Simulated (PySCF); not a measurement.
## Electronic structure of C4H10Cl2Si2 (SMILES Cl[SiH2]C[SiH2]C1(Cl)CC1) in real space

```yaml
atoms:
  - { symbol: Cl, position_ang: [3.0741, -0.8900, -2.1567] }
  - { symbol: Si, position_ang: [2.7280, -0.4737, -0.2174] }
  - { symbol: C, position_ang: [1.5441, 1.0129, -0.0959] }
  - { symbol: Si, position_ang: [-0.0702, 0.9582, -1.0986] }
  - { symbol: C, position_ang: [-1.1555, -0.4699, -0.4872] }
  - { symbol: Cl, position_ang: [-0.5042, -2.0514, -0.9608] }
  - { symbol: C, position_ang: [-1.8707, -0.4256, 0.8294] }
  - { symbol: C, position_ang: [-2.6498, -0.3752, -0.4458] }
  - { symbol: H, position_ang: [2.1897, -1.6560, 0.4436] }
  - { symbol: H, position_ang: [4.0131, -0.1127, 0.3863] }
  - { symbol: H, position_ang: [1.3031, 1.1628, 0.9564] }
  - { symbol: H, position_ang: [2.0841, 1.9069, -0.4094] }
  - { symbol: H, position_ang: [-0.8314, 2.1931, -0.8566] }
  - { symbol: H, position_ang: [0.1594, 0.7697, -2.5300] }
  - { symbol: H, position_ang: [-1.9182, -1.3302, 1.4168] }
  - { symbol: H, position_ang: [-1.7804, 0.4759, 1.4176] }
  - { symbol: H, position_ang: [-3.1010, 0.5587, -0.7457] }
  - { symbol: H, position_ang: [-3.2229, -1.2471, -0.7225] }
```

Geometry: GFN2-xTB.

The calculation used PBE0/pcSseg-1, SCF density, gas phase, non-relativistic in PySCF.

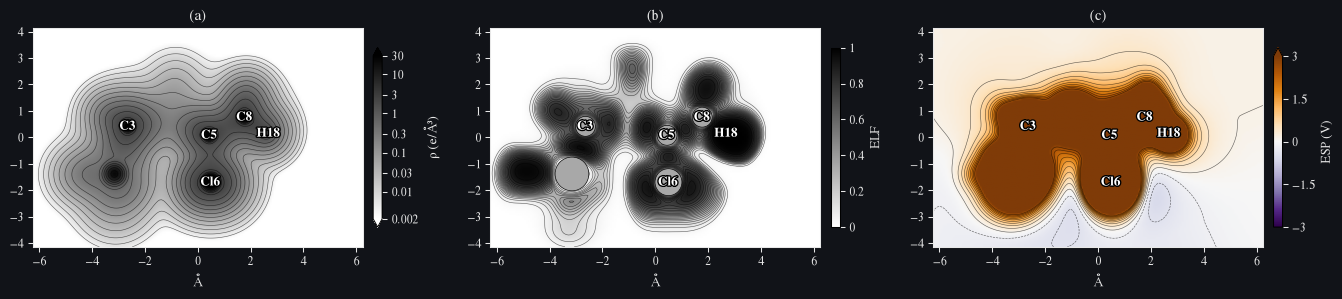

Figure 1. (a) total electron density; (b) electron localisation function; (c) electrostatic potential on the plane of atoms C5, C8 and H18. Grey discs cover the atomic cores in the ELF map.

**Interpret the plot.**

- The section cuts through C, Cl and H sites.
- C–C (1.50 Å): ρ is about 1.6 e/Å³ halfway; the ELF peaks at about 0.85 between the atoms (a covalent bond).
- C–Cl (1.77 Å): ρ is about 1.3 e/Å³ halfway; the ELF peaks at about 0.90 between the atoms; localised, covalent bonding.
- C–H (1.08 Å): ρ at the midpoint is about 2 e/Å³; the ELF climbs to about 1 towards the hydrogen, as it does in any bond to H; a covalent bond by its length.
- The ELF also peaks beside Cl6, away from the bonds: lone-pair regions.
- Outside the dense part of the molecule the potential is most negative (−0.6 V) near Cl6.

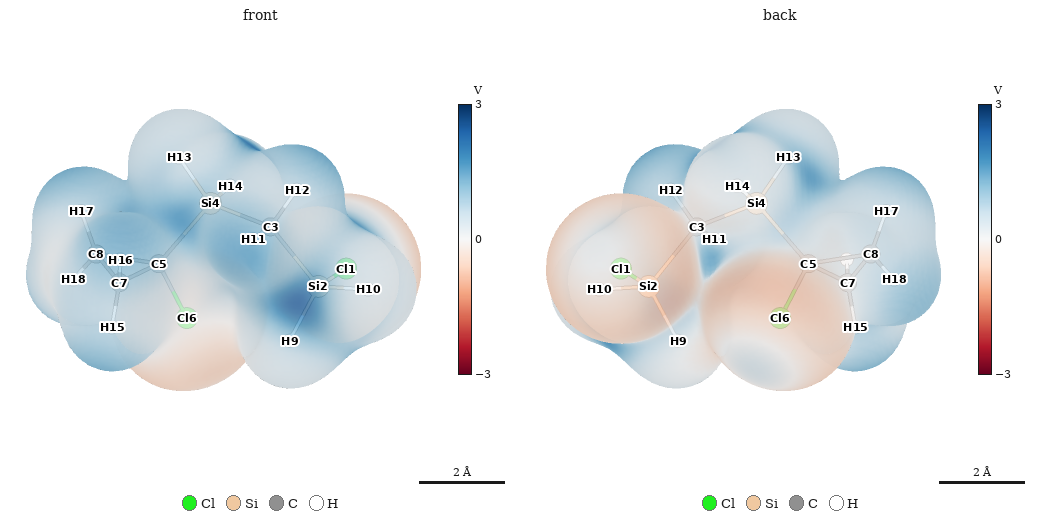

Figure 2. The electrostatic potential painted on the density surface at 0.004 e/bohr³, seen from the front and from behind; the colour scale runs from red (negative) to blue (positive).

**Which sites attract a positive test charge, and which a negative one?**

A positive charge is drawn to the negative regions and a negative charge to the positive ones. The most negative region (about −0.8 V, or −18 kcal/mol for a unit charge) lies over Cl1 and Cl6, the most positive (about +2.1 V, or +48 kcal/mol for a unit charge) over Si2 and Si4. Cl6 shows a σ-hole: about +0.5 V, or +12 kcal/mol for a unit charge at the tip opposite its bond, against about −0.5 V, or −12 kcal/mol for a unit charge on its flanks.

**What dipole moment does the calculation give?**

Its dipole moment is 3.25 D.
